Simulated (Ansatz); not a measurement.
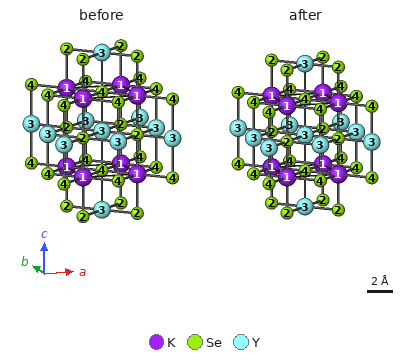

The structure of a crystal of KYSe2 (a generated structure, set up in P4/mmm) before (left) and after (right) a relaxation, at one scale.

The picture is a ball-and-stick view of the cell of the calculation, seen slightly off an axis.

Level of theory: Ansatz 0.2.0, DFT, PBE, plane waves, PAW. Settings: plane-wave cutoff 420 eV; k-point mesh 6 × 6 × 4; occupations fermi dirac; smearing width 0.02 eV; no spin polarisation; cell and atoms relaxed; force threshold 0.005 eV/Å.

Summarise the run.

Answer. The energy falls by 166 meV per atom in 4 accepted moves (5 points after the start). All forces vanish by symmetry, so only the cell relaxes. The pressure goes from −6.42 to 0.00 GPa. The SCF was repeated once at an unchanged geometry on a basis and grid sized afresh for the cell, which shifted the energy by 0.2 meV per atom at most. The atoms keep their places relative to the cell (all moves are under 0.005 Å). The drawn cell changes as follows: a = b 4.581 → 4.339 Å (−5.3 %), c 6.478 → 5.888 Å (−9.1 %); the volume changes by −18.5 %. Near-neighbour distances that change, for instance: K1–Se2 3.239 → 2.944 Å, Y3–Se4 3.239 → 2.944 Å, K1–Se4 3.239 → 3.068 Å, Se2–Y3 3.239 → 3.068 Å. The space group stays P4/mmm (No. 123).
